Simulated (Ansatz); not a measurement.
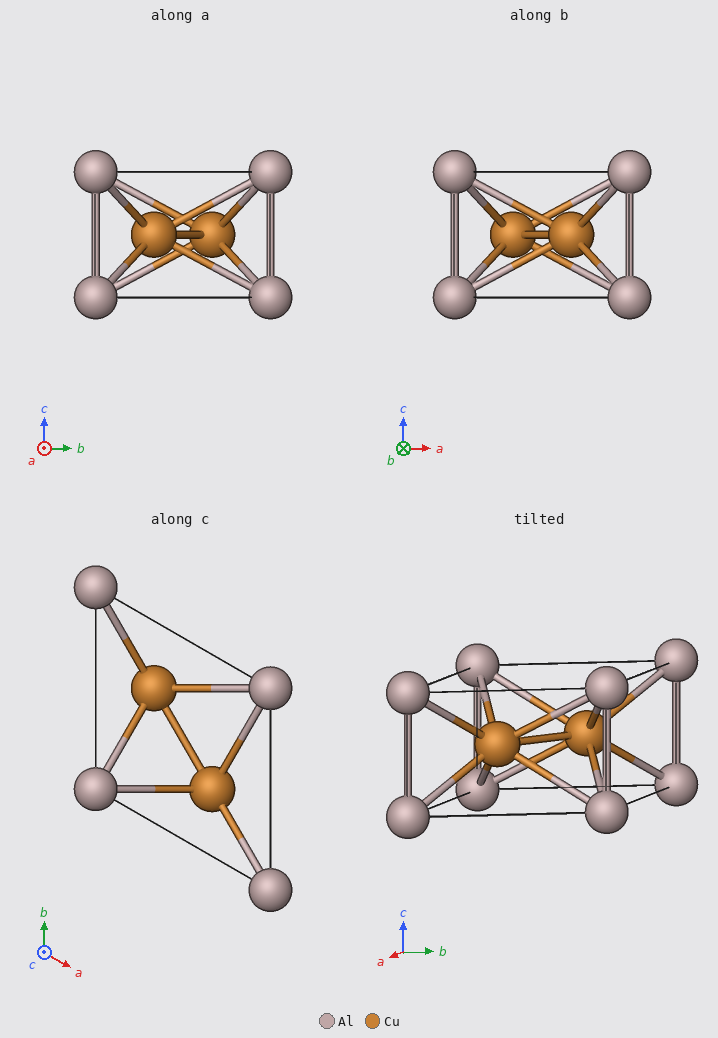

Ball-and-stick model, viewed along the a axis, along the b axis, along the c axis and slightly off an axis. The conventional unit cell is outlined; an atom on or near a face, edge or corner is repeated at each equivalent position.

Lattice parameters: a = 4.169 Å, b = 4.169 Å, c = 2.593 Å, α = 90.00°, β = 90.00°, γ = 120.00°.

Q: Express the structure as a table of Wyckoff sites.

A: Space group P6/mmm (No. 191).
```tsv
atom	site	x	y	z
Al	1a	0.0000	0.0000	0.0000
Cu	2d	0.3333	0.6667	0.5000
```

The initial geometry was a structure type filled with these elements by a generator (whether the compound takes this form wasn't checked). This is the structure after a relaxation with DFT PBE, scalar-relativistic, plane waves, PAW in Ansatz 0.2.0.
